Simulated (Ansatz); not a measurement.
# Resistivity from frozen vibrations: Mo(100) with 4 thermally displaced layers, 2x2

Aim: the resistivity of Mo at 500 K from frozen thermal displacements between perfect leads.

Calculated with Ansatz 0.2.0; Ansatz plane-wave DFT, PBE, PAW files; ballistic transport by layer matching (Landauer), zero bias; PAW set soft_1.

### Step 1. Starting point

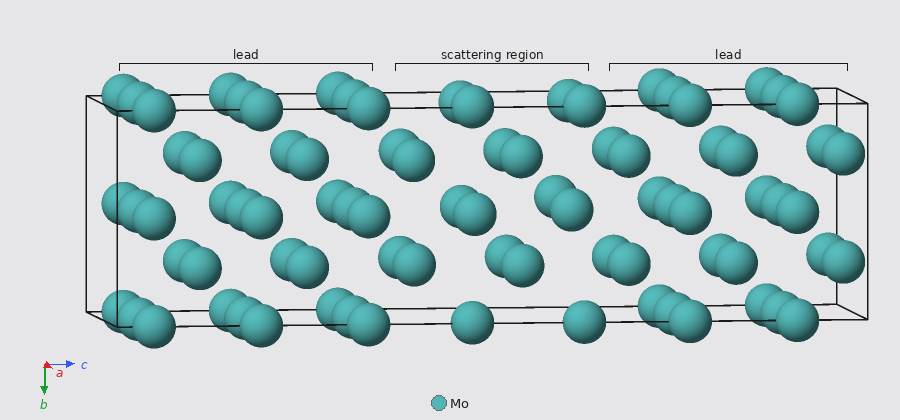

The starting structure, seen from the side, with the c axis across the page (molybdenum teal). Some periodic images of atoms are drawn too.

The cell holds 56 atoms: 56 Mo. Cell: a = 6.294 Å, b = 6.294 Å, c = 22.029 Å, α = 90.0°, β = 90.0°, γ = 90.0°. It derives from Mo. Regions: lead, 40 atoms (40 Mo); scattering region, 16 atoms (16 Mo). The structure is stacked along c, and the current runs across the ab planes.

### Step 2. With 4 displaced layers

Each atom of 4 layers is moved at random, by amounts drawn from a normal law 0.0619 Å wide in each direction from the Debye model (450 K) at 500 K. The layers about the cell's end stay perfect and serve as the lead. Disorder leaves little or no symmetry, which makes such runs dear. Energies from -0.05 to 0.05 eV in steps of 0.05 eV are too few for the program's thermal sum, so it prints no conductance; for a metal the transmission near the Fermi level serves, at a fraction of the cost.

input.yaml

```yaml
crystal:
  lattice:
    - [6.294, 0.0, 0.0]
    - [0.0, 6.294, 0.0]
    - [0.0, 0.0, 22.029]
  atoms:
    - { symbol: Mo, position: [0.0, 0.0, 0.0357142857] }
    - { symbol: Mo, position: [0.0, 0.5, 0.0357142857] }
    - { symbol: Mo, position: [0.5, 0.0, 0.0357142857] }
    - { symbol: Mo, position: [0.5, 0.5, 0.0357142857] }
    - { symbol: Mo, position: [0.25, 0.25, 0.1071428571] }
    - { symbol: Mo, position: [0.25, 0.75, 0.1071428571] }
    - { symbol: Mo, position: [0.75, 0.25, 0.1071428571] }
    - { symbol: Mo, position: [0.75, 0.75, 0.1071428571] }
    - { symbol: Mo, position: [0.0, 0.0, 0.1785714286] }
    - { symbol: Mo, position: [0.0, 0.5, 0.1785714286] }
    - { symbol: Mo, position: [0.5, 0.0, 0.1785714286] }
    - { symbol: Mo, position: [0.5, 0.5, 0.1785714286] }
    - { symbol: Mo, position: [0.25, 0.25, 0.25] }
    - { symbol: Mo, position: [0.25, 0.75, 0.25] }
    - { symbol: Mo, position: [0.75, 0.25, 0.25] }
    - { symbol: Mo, position: [0.75, 0.75, 0.25] }
    - { symbol: Mo, position: [0.0, 0.0, 0.3214285714] }
    - { symbol: Mo, position: [0.0, 0.5, 0.3214285714] }
    - { symbol: Mo, position: [0.5, 0.0, 0.3214285714] }
    - { symbol: Mo, position: [0.5, 0.5, 0.3214285714] }
    - { symbol: Mo, position: [0.2512360232, 0.2487013092, 0.3946559541] }
    - { symbol: Mo, position: [0.2510312476, 0.7447339646, 0.3938727866] }
    - { symbol: Mo, position: [0.7628193075, 0.2593105228, 0.3908805] }
    - { symbol: Mo, position: [0.7375599491, 0.7438727402, 0.3929732188] }
    - { symbol: Mo, position: [0.9771431875, 0.9978491123, 0.4607862149] }
    - { symbol: Mo, position: [0.9928012576, 0.4946495222, 0.4633972943] }
    - { symbol: Mo, position: [0.5040466398, 0.0102486956, 0.4639246877] }
    - { symbol: Mo, position: [0.5134333703, 0.4934606328, 0.4652730314] }
    - { symbol: Mo, position: [0.2588817958, 0.2509242121, 0.5336259542] }
    - { symbol: Mo, position: [0.2409387418, 0.7455002086, 0.5363327671] }
    - { symbol: Mo, position: [0.740074689, 0.2479436458, 0.5352670565] }
    - { symbol: Mo, position: [0.7553169215, 0.7521102617, 0.5367124522] }
    - { symbol: Mo, position: [0.9935723698, 0.9987257999, 0.6093448778] }
    - { symbol: Mo, position: [0.0146815586, 0.4876224327, 0.6113951476] }
    - { symbol: Mo, position: [0.5132309742, 0.0076808825, 0.6078856569] }
    - { symbol: Mo, position: [0.4969139011, 0.514333447, 0.6126488066] }
    - { symbol: Mo, position: [0.25, 0.25, 0.6785714286] }
    - { symbol: Mo, position: [0.25, 0.75, 0.6785714286] }
    - { symbol: Mo, position: [0.75, 0.25, 0.6785714286] }
    - { symbol: Mo, position: [0.75, 0.75, 0.6785714286] }
    - { symbol: Mo, position: [0.0, 0.0, 0.75] }
    - { symbol: Mo, position: [0.0, 0.5, 0.75] }
    - { symbol: Mo, position: [0.5, 0.0, 0.75] }
    - { symbol: Mo, position: [0.5, 0.5, 0.75] }
    - { symbol: Mo, position: [0.25, 0.25, 0.8214285714] }
    - { symbol: Mo, position: [0.25, 0.75, 0.8214285714] }
    - { symbol: Mo, position: [0.75, 0.25, 0.8214285714] }
    - { symbol: Mo, position: [0.75, 0.75, 0.8214285714] }
    - { symbol: Mo, position: [0.0, 0.0, 0.8928571429] }
    - { symbol: Mo, position: [0.0, 0.5, 0.8928571429] }
    - { symbol: Mo, position: [0.5, 0.0, 0.8928571429] }
    - { symbol: Mo, position: [0.5, 0.5, 0.8928571429] }
    - { symbol: Mo, position: [0.25, 0.25, 0.9642857143] }
    - { symbol: Mo, position: [0.25, 0.75, 0.9642857143] }
    - { symbol: Mo, position: [0.75, 0.25, 0.9642857143] }
    - { symbol: Mo, position: [0.75, 0.75, 0.9642857143] }
kpoints:
  mp_grid: { grid: [4, 4, 1] }
hamiltonian:
  xc: pbe
  pseudopotentials: { kind: paw, azcp: { folder: soft_1 } }
scf:
  occupations: { method: fermi_dirac, width: 0.1 }
output:
  transmission: { leads: [[0, 4]], kmesh: [8, 8], e_range: [-0.05, 0.05], de: 0.05 }
  write_potential: true
  write_density: true
  volumetric_format: npy
  elf: true
```

On the command line:

```
ansatz run input.yaml --threads 8 --pin off --max-ram 15360MiB --backend cpu --events-out ev --progress --plain --runs-dir out
```

Numbers of over 12 decimals in the logs are rounded to 6 here.

Log:

```text
Engine: ansatz 0.2.0, aarch64-unknown-linux-gnu
Pseudopotentials: kind: paw
Pseudopotential: Mo, paw, valence charge 14, recommended cutoff 420 eV (normal), soft_1/Mo.paw.azcp
Functional definition: PBE
  parameter kappa = 0.804
  parameter beta = 0.066725
  exchange = pbe_x(kappa = kappa, mu = beta*pi^2/3)
  correlation = pbe_c(beta = beta)
Crystal: 56 atoms, lattice volume = 872.666 Å³
Basis set: ecut = 420 eV, 17109 PW (Γ)
Bands: 471, of which v1, the nominal top of the filled ones, is band 392 counted from 1 (391 counted from 0)
Symmetry: 1 space group operations
Space group: P1 (ITA 1), of the structure as read, at distance tolerance 9.6e-5 Å
k-points: 10 of 16 (time reversal used)
Non-local potential: Mo, projectors of the file, l = 0: 3, l = 1: 2, l = 2: 2, l = 3: 1
PAW form: soft (Blöchl's): semilocal exchange-correlation on the pseudo side does not see the compensation charge
PAW one-centre angular grid: Mo, 590 points (default); XC on 64 Gauss nodes
Initial density: superposition of atomic densities (chi_scale 0.1, normalization cell)
Initial wavefunctions: pseudopotential atomic-orbital guess
Functional: x = pbe(κ = 0.804, μ = 0.219515), c = pbe(β = 0.066725)
SCF iter   1: F=—  HF=-277572.695433 eV  |F-HF|=—  |Δ(HF+E_count)|=         —  Δρ=1.06e-1  dr2=9.89e1  ethr=3.10e-3  ⟨swp⟩=4.3  Hψ=17079  notcnv=0
preconditioner: auto → Kerker (q_TF=auto, 2.680 Å⁻¹)  [metal: Δε(μ)=0.020 eV  Ē_g=4.666 eV  σ=0.100 eV  W_gap=0.05  n_scr=286 (ndim 8)  ℏωp=23.0 eV  f_vac=0.000  D(μ)=36.48/eV (n_scr^D=294)]
SCF iter   2: F=—  HF=-277547.290935 eV  |F-HF|=—  |Δ(HF+E_count)|=    2.54e1  Δρ=5.91e-2  dr2=2.88e1  ethr=3.10e-3  ⟨swp⟩=2.0  Hψ=9270  notcnv=0
SCF iter   3: F=—  HF=-277538.291817 eV  |F-HF|=—  |Δ(HF+E_count)|=    9.00e0  Δρ=7.99e-3  dr2=2.28e-1  ethr=3.10e-3  ⟨swp⟩=2.1  Hψ=8566  notcnv=0
SCF iter   4: F=—  HF=-277538.346713 eV  |F-HF|=—  |Δ(HF+E_count)|=   5.49e-2  Δρ=9.35e-4  dr2=7.01e-3  ethr=2.90e-5  ⟨swp⟩=2.9  Hψ=8811  notcnv=0
SCF iter   5: F=—  HF=-277538.346911 eV  |F-HF|=—  |Δ(HF+E_count)|=   1.98e-4  Δρ=1.69e-4  dr2=1.49e-4  ethr=8.94e-7  ⟨swp⟩=2.9  Hψ=10252  notcnv=0
SCF iter   6: F=—  HF=-277538.346939 eV  |F-HF|=—  |Δ(HF+E_count)|=   2.84e-5  Δρ=2.77e-5  dr2=1.01e-5  ethr=1.90e-8  ⟨swp⟩=2.0  Hψ=6139  notcnv=0
SCF iter   7: F=—  HF=-277538.346003 eV  |F-HF|=—  |Δ(HF+E_count)|=   9.36e-4  Δρ=4.62e-6  dr2=6.53e-7  ethr=1.29e-9  ⟨swp⟩=1.1  Hψ=4711  notcnv=0
SCF iter   8: F=-277538.346003 eV  HF=-277538.346003 eV  |F-HF|=2.57e-8  |Δ(HF+E_count)|=   5.76e-9  Δρ=7.81e-7  dr2=2.87e-8  ethr=1.28e-11  ⟨swp⟩=6.7  Hψ=10665  notcnv=0
SCF 1 converged in 8 iterations: F = -277538.346003 eV  dr2 = 2.87e-8
  greatest PAW one-centre occupation: 0.999 electrons in one spin orbital (limit 2), on the Mo atom at site 22 (counted from 0), in its partial waves of l = 0
transmission: 147 of 1462 steps passed
transmission: 294 of 1462 steps passed
[...]
transmission: 1462 of 1462 steps passed
SCF converged after 8 iterations
Free energy (F): -277538.346003 eV
Harris-Foulkes:  -277538.346003 eV  (|F-HF|=2.57e-8)
Internal energy: -277536.925116 eV  (E = F + TS)
E sigma→0 (E₀):  -277537.635559 eV
Entropy (-TS):   -1.420887 eV (-25.373 meV/atom)
Fermi energy:    21.176431 eV
--- Per-component energies (eV) ---
  E_band       = -3032.137414
  E_kinetic    = 23668.262995
  E_local      = -43126.874061  (includes V_loc(G=0)·N_el)
  E_nonlocal   = 8294.799950
  E_hartree    = 14701.304659
  E_xc         = -9882.341831
  E_vxc        = -12321.984789  (∫ρ·V_xc dr)
  E_paw        = -179862.892407  (= ΣΔE_a)
  E_vpaw       = -8948.946957  (= ΣTr[D̂ρ^β])
  E_aug_tail   = 0.002656  (compensation charges beyond the density's cutoff)
  E_ewald      = -91329.187077
  E_smearing   = -1.420887  (= −TS)
  E_closure    = -0.000000  (closes the sum)
  Σ components = -277538.346003   (vs F -277538.346003, Δ=0.00e0)
--- Band table (eV; the first three rows and the last of 10) ---
  k-point 0: bands = [... 388 lower, 21.1012, 21.1268, 21.1573, 21.1715, 21.1962, 21.2092, 21.2414, 21.2656, ... 75 higher]
  k-point 1: bands = [... 388 lower, 21.1482, 21.1681, 21.1809, 21.2186, 21.2403, 21.2692, 21.2812, 21.3011, ... 75 higher]
  k-point 2: bands = [... 388 lower, 21.1537, 21.1592, 21.2463, 21.2697, 21.2968, 21.3102, 21.3272, 21.3424, ... 75 higher]
  k-point 9: bands = [... 388 lower, 20.3527, 20.3615, 20.4197, 20.4408, 21.4201, 21.4286, 21.4447, 21.4791, ... 75 higher]
--- Transmission ---
  basis      : 349 plane waves across, 43 finite elements along
  points     : 34, standing for a mesh of 8 x 8
  energies   : 3 from -0.050000 to 0.050000 eV about the Fermi level, 0.050000 eV apart; the leads are filled to 0.000000 eV, and channels, transmission and decay are at 0.000000 eV
  crystal 0  : Mo4, at the sites [0, 4], period 1.5735 Å, over 15.73 Å; its Hamiltonian steps by up to 2.8 meV
    offset         : up to 0.0000 Å between an atom of the period and one for which it stands
    channels       : 6.781250e0 a spin
    conductance    : none, the energies end too early or step too widely for 300 K: set another output.transmission.e_range or a lower de, or, where they end at an eighth of basis.ecutwfc, a higher one
    slowest decay  : 0.0507 /Å at (0.5000, 0.3750)
  junction   : crystal 0 to crystal 0, 0.70 to 21.15 Å
    transmission   : 5.938899e0 a spin
    conductance    : none, the energies end too early or step too widely for 300 K: set another output.transmission.e_range or a lower de, or, where they end at an eighth of basis.ecutwfc, a higher one
```

It took 15 min on 8 threads of Arm Neoverse N1, shared host; peak memory 9.1 GiB; 80 min of CPU time.

Reading the cycles: dr2 is the Hartree energy of the density residual (eV), the measure of convergence; HF is the Harris–Foulkes estimate of the energy, which meets the free energy F at convergence.

This step gave:

```yaml
free_energy: -277538.3460 eV
energy_at_zero_smearing: -277537.6356 eV
fermi_energy: 21.18 eV
cell_area: 39.61 Å²
transmission_per_spin_nearest_the_fermi_level: 5.939
open_channels_per_spin_nearest_the_fermi_level: 6.781
step_of_the_lead_s_potential: 2.8 meV
```

Per spin. Transmission, zone mean against energy, zero at the Fermi level:

```
energy (eV)  transmission, zone mean
    -0.0500                     5.83
     0.0000                     5.94
     0.0500                     6.07
```

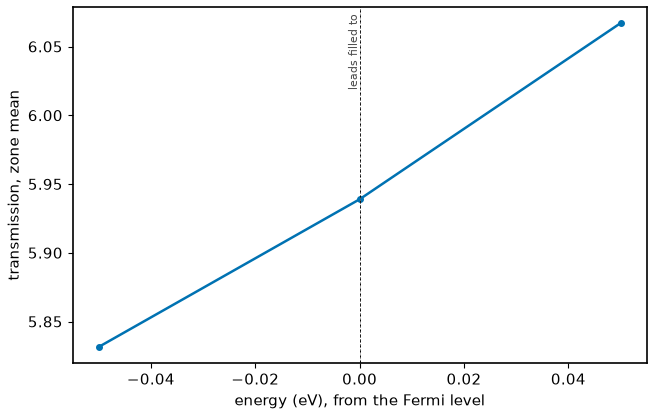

Transmission, zone mean, plotted against energy.

Per spin. Open channels, zone mean, lead against energy, zero at the Fermi level:

```
energy (eV)  open channels, zone mean, lead
    -0.0500                            6.59
     0.0000                            6.78
     0.0500                            6.84
```

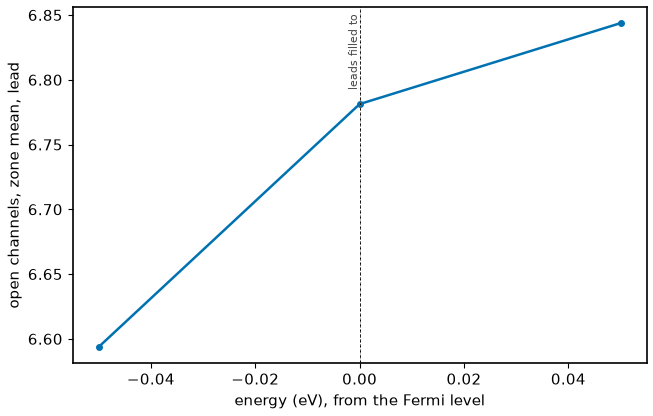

Open channels, zone mean, lead against energy.

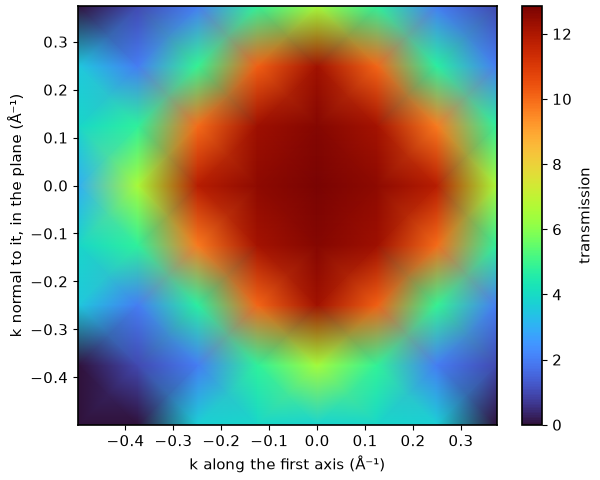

Transmission over k1 and k2. At 0.0000 eV from the Fermi level.

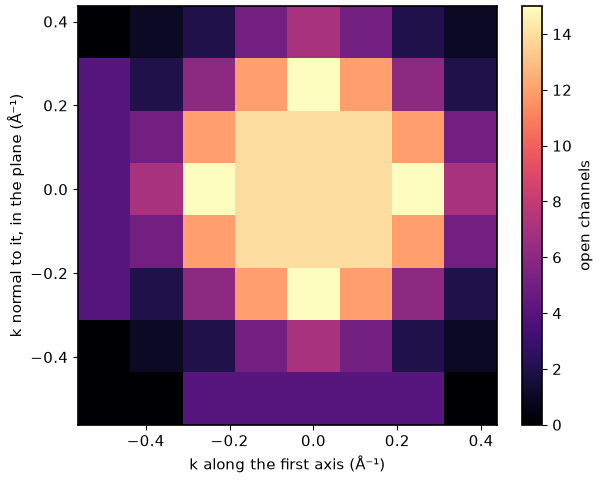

Open channels over k1 and k2. At 0.0000 eV from the Fermi level.

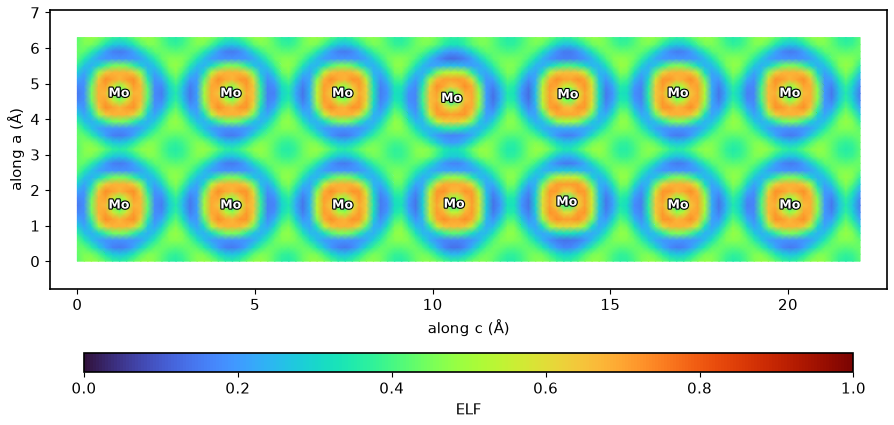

ELF in the ca plane at fractional y = 0.000, with atoms of Mo within 0.2 Å of it. It is the smooth field of the valence electrons, not physical close to the nuclei. The map starts off the cell's origin, so that atoms lie inside it.

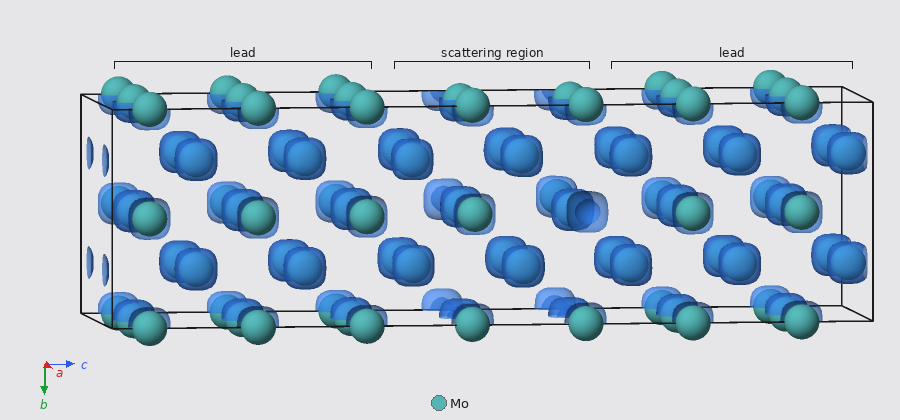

Surface of ELF = 0.67.

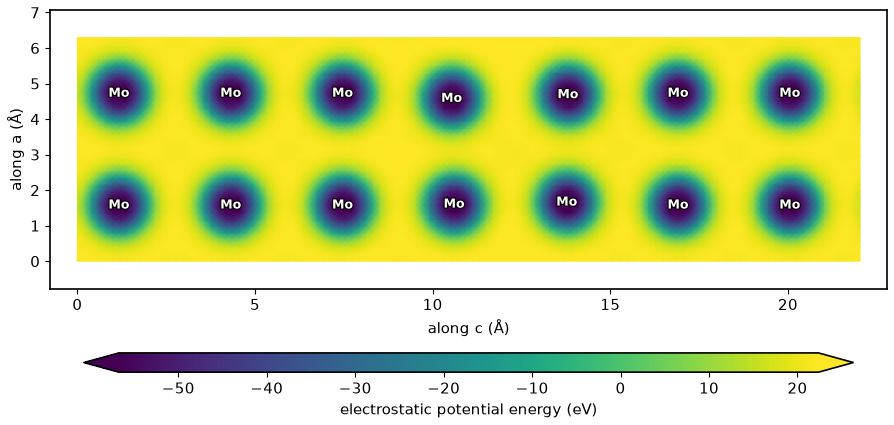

Electrostatic potential energy in the ca plane at fractional y = 0.000, with atoms of Mo within 0.2 Å of it. With pseudopotentials it is smooth inside the atoms' cores, unlike the true potential. The map starts off the cell's origin, so that atoms lie inside it.

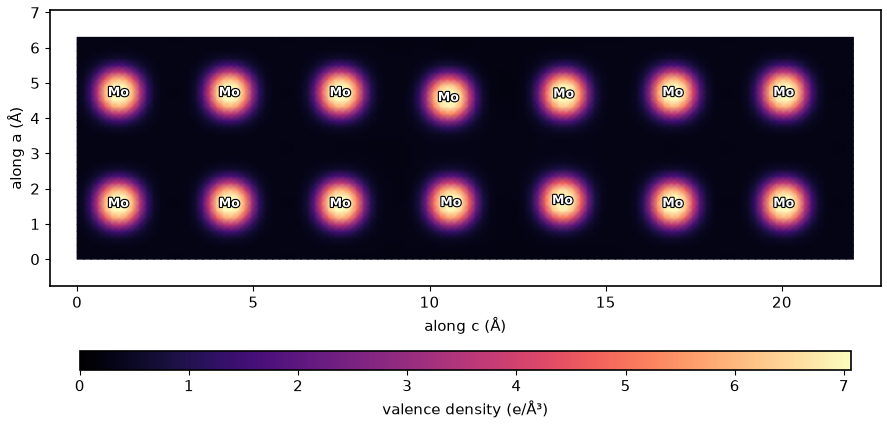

Valence density in the ca plane at fractional y = 0.000, with atoms of Mo within 0.2 Å of it. It is the smooth field of the valence electrons, not physical close to the nuclei. The map starts off the cell's origin, so that atoms lie inside it.

Over the solved energies the transmission per spin lies between 5.83 and 6.07, out of 6.74 channels of the lead on average (up to 6.84).

[end of part 1 of 3]

[Logs are printed without paths, hosts, clocks, repeated set-up lines and the standing remarks that a program may print on its own settings, such as how far it seeks lower states.]

[Hosts, paths, dates, database ids (printed as entryN), source tags and the programs' standing remarks are cut or masked in the printed files.]
